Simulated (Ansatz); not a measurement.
# Phonons of Os (P6_3/mmc, 2 atoms in the cell) against volume, part 2 of 2

Aim: how do the optical modes of Os (P6_3/mmc, 2 atoms in the cell) move with volume?

Ansatz 0.2.0; DFT LDA, scalar-relativistic, plane waves, PAW; PAW set soft_1.

So far, highest optical mode at the zone centre (no LO-TO term) (cm⁻¹): step 5 (modes at rest) 229.

## (7) Zone-centre modes of the member: 1.06 times the volume at rest

The zone-centre modes follow for 1.06 times the volume at rest.

Contents of input.yaml:

```yaml
crystal:
  lattice:
    - [2.7714065665, 0.0, 0.0]
    - [-1.3857032833, 2.4001084908, 0.0]
    - [0.0, 0.0, 4.3658812471]
  atoms:
    - { symbol: Os, position: [0.3333333333, 0.6666666667, 0.25] }
    - { symbol: Os, position: [0.6666666667, 0.3333333333, 0.75] }
kpoints:
  mp_grid: { grid: [18, 18, 12] }
hamiltonian:
  xc: lda
  pseudopotentials: { kind: paw, azcp: { folder: soft_1 }, xc_functional: pbe }
scf:
  occupations: { method: methfessel_paxton, width: 0.2 }
output:
  eigenvalues: true
phonons:
  method: dfpt
```

Command:

```sh
$ ansatz run input.yaml --threads 4 --pin off --max-ram 10240MiB --backend cpu --events-out ev --progress --plain --runs-dir out
```

Numbers of over 12 decimals in the logs are rounded to 6 here.

Log:

```text
[...]
Crystal: 2 atoms, lattice volume = 29.040 Å³
Basis set: ecut = 420 eV, 579 PW (Γ), exchange–correlation on 40×40×60 points (8 copies of the dense FFT grid, shifted against one another)
Bands: 20, of which v1, the nominal top of the filled ones, is band 16 counted from 1 (15 counted from 0)
Symmetry: 24 space group operations
k-points: 637 of 3888 (irreducible under 4 space group operations, time reversal used)
[...]
SCF iter   1: F=—  HF=-22239.304481 eV  |F-HF|=—  |Δ(HF+E_count)|=         —  Δρ=6.02e-2  dr2=9.18e-1  ethr=3.10e-3  ⟨swp⟩=5.0  Hψ=115257  notcnv=0  defer=34
[...]
SCF iter   9: F=-22238.947254 eV  HF=-22238.947254 eV  |F-HF|=7.28e-12  |Δ(HF+E_count)|=  1.46e-11  S|Δr|=    0.00e0  Δρ=4.38e-8  dr2=3.23e-13  ethr=1.00e-12  ⟨swp⟩=5.0  Hψ=52278  notcnv=0
SCF 1 converged in 9 iterations: F = -22238.947254 eV  dr2 = 3.23e-13
[...]
SCF converged after 9 iterations
[...]
Free energy (F): -22238.947254 eV
[...]
Internal energy: -22238.947280 eV  (E = F + TS)
E sigma→0 (E₀):  -22238.947261 eV
Entropy (-TS):   0.000026 eV (0.013 meV/atom)
Fermi energy:    24.502714 eV
[...]
--- Band table (eV; the first three rows and the last of 637) ---
  k-point 0: bands = [... 12 lower, 21.8710, 22.4004, 22.4004, 22.9921, 22.9921, 24.6164, 26.1053, 26.1053, ... 4 higher]
  k-point 1: bands = [... 12 lower, 21.8220, 22.3444, 22.3444, 23.1246, 23.1246, 24.3195, 26.1172, 26.1172, ... 4 higher]
  k-point 2: bands = [... 12 lower, 21.6847, 22.1931, 22.1931, 23.4600, 23.4600, 23.5874, 26.1313, 26.1313, ... 4 higher]
  k-point 636: bands = [... 12 lower, 21.2498, 21.2498, 22.9564, 22.9564, 26.6426, 26.6426, 29.1114, 29.1114, ... 4 higher]
[...]
ASR residual: 4.482e-5 → 0.000e0 eV/Å²; symmetrization residual: 8.088e-10 eV/Å²
  ASR residual per site (eV/Å²): 4.48e-5 4.48e-5
  Γ frequencies (cm⁻¹): 0.00 0.00 0.00 155.04 155.04 194.53
[...]
```

Wall time 25 s (4 threads of Arm Neoverse V1, shared host); peak memory 1.3 GiB; 95 s of CPU time.

Numbers from this step:

* sum-rule residual before enforcement: 4.48e-5 eV/Å²
* highest optical mode at the zone centre (no LO-TO term): 194.5 cm⁻¹
* lowest optical zone-centre mode: 155.0 cm⁻¹

Patterns of degenerate modes are one choice out of their space. Modes at Γ:

| mode | frequency (cm⁻¹) | symmetry |
| --- | --- | --- |
| 1 | 0.0 | acoustic |
| 2 | 0.0 | acoustic |
| 3 | 0.0 | acoustic |
| 4 | 155.0 | E2g |
| 5 | 155.0 | E2g |
| 6 | 194.5 | B1g |

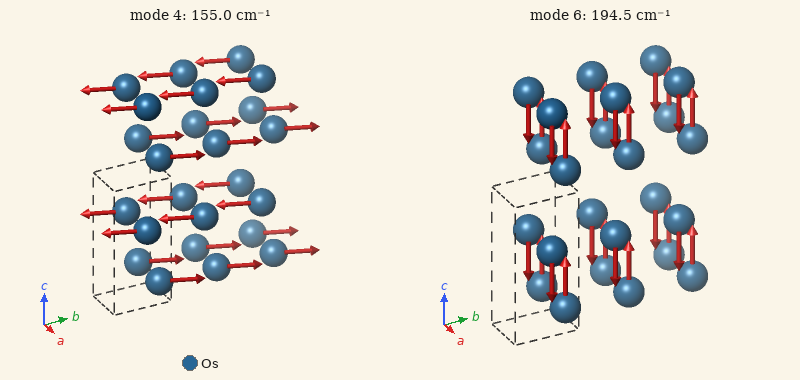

Displacement patterns of modes 4 and 6 at Γ; arrows are exaggerated. 2×3×2 cells are drawn.

The lowest optical mode is real, 155 cm⁻¹, and the highest lies at 194.5 cm⁻¹.

Between step 5 and this run (volume ratio 1.06) the value for the highest optical mode at the zone centre (no LO-TO term) moves from 229 cm⁻¹ to 195 cm⁻¹ (-15 %).

## (8) A member of the series: 0.9 times the volume at rest

The cell is set to 0.9 times the volume at rest, and shape and atoms relax at that volume.

input.yaml, the sections that differ from step 7:

```yaml
crystal:
  lattice:
    - [2.618325729, 0.0, 0.0]
    - [-1.3091628645, 2.2675365967, 0.0]
    - [0.0, 0.0, 4.1529977843]
  atoms:
    - { symbol: Os, position: [0.3333333333, 0.6666666667, 0.25] }
    - { symbol: Os, position: [0.6666666667, 0.3333333333, 0.75] }
output:
  forces: true
  stress: true
  eigenvalues: true
relax:
  adjacent_minimum: "off"
  f_tol: 0.001
  max_steps: 60
  cell: { stress_tol: 0.01, fix: [volume] }
# kpoints, hamiltonian, scf: as in step 7
# phonons: removed
```

Log:

```text
[...]
Crystal: 2 atoms, lattice volume = 24.657 Å³
Basis set: ecut = 420 eV, 487 PW (Γ)
Bands: 20, of which v1, the nominal top of the filled ones, is band 16 counted from 1 (15 counted from 0)
Symmetry: 24 space group operations
[...]
k-points: 259 of 3888
[...]
k-point 258: bands = [... 12 lower, 25.9015, 25.9015, 28.1056, 28.1056, 31.7794, 31.7794, 39.5337, 39.5337]
--- Relaxed structure (3 steps of the walk, 2 accepted, 1 SCFs on fresh bases) ---
[...]
cell:  # Å, volume = 24.6570 Å³
    - [2.617572, 0.0, 0.0]
    - [-1.308786, 2.266884, 0.0]
    - [0.0, 0.0, 4.155388]
  atoms:
    - { symbol: Os, position: [0.333333, 0.666667, 0.25] }
    - { symbol: Os, position: [0.666667, 0.333333, 0.750000] }
[key lines of the parts left out:]
SCF converged after 4 iterations
Free energy (F): -22238.602001 eV
Fermi energy:    29.800981 eV
P = ⅓ Tr σ = 60.5523 GPa (605.523 kbar)
```

Run time: 6.4 s. Hardware: 4 threads; peak memory 0.4 GiB.

Little changed from the start: no atom moved by 0.005 Å and no cell edge by 0.1 %.

This step gave:

* pressure: 60.55 GPa
* volume per atom: 12.33 Å³

The forces vanish by symmetry, at a pressure of 60.55 GPa.

## (9) Modes of this member: 0.9 times the volume at rest

The zone-centre modes follow for 0.9 times the volume at rest.

input.yaml, the sections that differ from step 8:

```yaml
crystal:
  lattice:
    - [2.6175724757, 0.0, 0.0]
    - [-1.3087862379, 2.2668842602, 0.0]
    - [0.0, 0.0, 4.1553883269]
  atoms:
    - { symbol: Os, position: [0.3333333333, 0.6666666667, 0.25] }
    - { symbol: Os, position: [0.6666666667, 0.3333333333, 0.75] }
output:
  eigenvalues: true
phonons:
  method: dfpt
# kpoints, hamiltonian, scf: as in step 8
# relax: removed
```

Log:

```text
[...]
Crystal: 2 atoms, lattice volume = 24.657 Å³
Basis set: ecut = 420 eV, 487 PW (Γ), exchange–correlation on 36×36×60 points (8 copies of the dense FFT grid, shifted against one another)
Bands: 20, of which v1, the nominal top of the filled ones, is band 16 counted from 1 (15 counted from 0)
Symmetry: 24 space group operations
k-points: 637 of 3888 (irreducible under 4 space group operations, time reversal used)
[...]
k-point 2: bands = [... 12 lower, 26.1304, 26.8687, 26.8687, 28.5417, 28.5417, 28.8347, 31.8848, 31.8848, ... 4 higher]
  k-point 636: bands = [... 12 lower, 25.8663, 25.8663, 27.8000, 27.8000, 32.6047, 32.6047, 35.6449, 35.6449, ... 4 higher]
[...]
ASR residual: 2.991e-5 → 0.000e0 eV/Å²; symmetrization residual: 9.348e-10 eV/Å²
  ASR residual per site (eV/Å²): 2.99e-5 2.99e-5
  Γ frequencies (cm⁻¹): 0.00 0.00 0.00 193.47 193.47 293.11
[...]
[key lines of the parts left out:]
SCF converged after 8 iterations
Free energy (F): -22238.602002 eV
Fermi energy:    29.800981 eV
```

Wall time 21 s (4 threads); peak memory 1.2 GiB; 78 s of CPU time.

Numbers from this step:

```yaml
sum_rule_residual_before_enforcement: 2.99e-5 eV/Å²
highest_optical_mode_at_the_zone_centre_no_lo_to_term: 293.1 cm⁻¹
lowest_optical_zone_centre_mode: 193.5 cm⁻¹
```

Patterns of degenerate modes are one choice out of their space. Modes at Γ:

| mode | frequency (cm⁻¹) | symmetry |
| --- | --- | --- |
| 1 | 0.0 | acoustic |
| 2 | 0.0 | acoustic |
| 3 | 0.0 | acoustic |
| 4 | 193.5 | E2g |
| 5 | 193.5 | E2g |
| 6 | 293.1 | B1g |

The lowest optical mode is real, 193 cm⁻¹, and the highest lies at 293.1 cm⁻¹.

Between step 5 and this run (volume ratio 0.9) the value for the highest optical mode at the zone centre (no LO-TO term) moves from 229 cm⁻¹ to 293 cm⁻¹ (+28 %).

## (10) All members side by side

The members are set side by side, also those not shown above.

Each row is one cell with its response, relaxed at fixed volume as far as symmetry leaves anything free; energies are extrapolated to zero smearing, and E0 is that at rest; shape and atoms are relaxed in each cell where symmetry leaves them free; all runs use 18×18×12 k points and Methfessel-Paxton smearing of 0.2 eV. State of the crystal along the series:

| volume ratio | V (Å³/atom) | pressure (GPa) | E - E0 (meV/atom) | first cell vector (Å) | third cell vector (Å) |
| --- | --- | --- | --- | --- | --- |
| 0.9 | 12.33 | 60.55 | 234.4 | 2.618 | 4.155 |
| 0.92 | 12.6 | 45.53 | 143.9 | 2.638 | 4.184 |
| 0.94 | 12.88 | 32.13 | 77.71 | 2.657 | 4.211 |
| 0.96 | 13.15 | 20.18 | 33.18 | 2.677 | 4.238 |
| 0.98 | 13.42 | 9.51 | 7.973 | 2.696 | 4.265 |
| 0.99 | 13.56 | 4.619 | 1.955 | 2.706 | 4.278 |
| 1 | 13.7 | -8.35e-4 | 0 | 2.715 | 4.291 |
| 1.02 | 13.97 | -8.478 | 7.393 | 2.734 | 4.316 |
| 1.04 | 14.25 | -16.03 | 28.48 | 2.753 | 4.341 |
| 1.06 | 14.52 | -22.75 | 61.75 | 2.771 | 4.366 |

Each mode is tracked from rest by its pattern, and modes that stay within 0.3 cm⁻¹ of each other stand once; shape and atoms are relaxed in each cell where symmetry leaves them free; all runs use 18×18×12 k points and Methfessel-Paxton smearing of 0.2 eV. Optical modes along the series:

| V (Å³/atom) | mode 4 E2g (cm⁻¹) | mode 6 B1g (cm⁻¹) |
| --- | --- | --- |
| 12.33 | 193.5 | 293.1 |
| 12.6 | 188.3 | 279.4 |
| 12.88 | 183.2 | 266.1 |
| 13.15 | 178.2 | 253.3 |
| 13.42 | 173.3 | 240.9 |
| 13.56 | 170.9 | 234.8 |
| 13.7 | 168.5 | 228.8 |
| 13.97 | 163.9 | 217.1 |
| 14.25 | 159.4 | 205.7 |
| 14.52 | 155 | 194.5 |

From cubic fits (parabolas where under five rows exist) of ln ω and P against ln V through the rows within about 4 % of rest: γ = −d ln ω / d ln V and dω/dP = γ ω / B. Slopes at rest:

| mode | fitted frequency at rest (cm⁻¹) | Grüneisen parameter γ | dω/dP (cm⁻¹/GPa) |
| --- | --- | --- | --- |
| mode 4 E2g | 168.5 | 1.39 | 0.52 |
| mode 6 B1g | 228.8 | 2.6 | 1.32 |

## (11) Outcome

```
members                                                          : 10
highest optical mode at the zone centre (no LO-TO term), at rest : 228.8 cm⁻¹
bulk modulus at rest                                             : 449 GPa
mode 4 E2g, γ                                                    : 1.39
mode 6 B1g, γ                                                    : 2.60
```

**Reading.** The series spans -22.7 to 60.6 GPa, and the slope at rest gives a bulk modulus of 449 GPa. Among the modes in the table of slopes γ runs from 1.39 (mode 4 E2g) to 2.60 (mode 6 B1g). One k mesh and one cutoff serve the ground states and modes of all volumes. These are harmonic frequencies at zero temperature: anharmonic shifts, linewidths and thermal expansion are left out. Spin-orbit coupling is left out, which can matter for the heavy elements here. With no gap, or one that is small against the smearing, the frequencies hang on the k mesh and the smearing, most of all near Kohn anomalies. The PAW files were made for PBE; the program adapts parts of them to the functional of the run, but their partial waves stay those of PBE, an approximation that was not tested in this session. Only the zone centre was solved, so an instability at another wavevector cannot show here.

[Logs are printed without paths, hosts, clocks, repeated set-up lines and the standing remarks that a program may print on its own settings, such as how far it seeks lower states.]

[Hosts, paths, dates, database ids (printed as entryN), source tags and the programs' standing remarks are cut or masked in the printed files.]
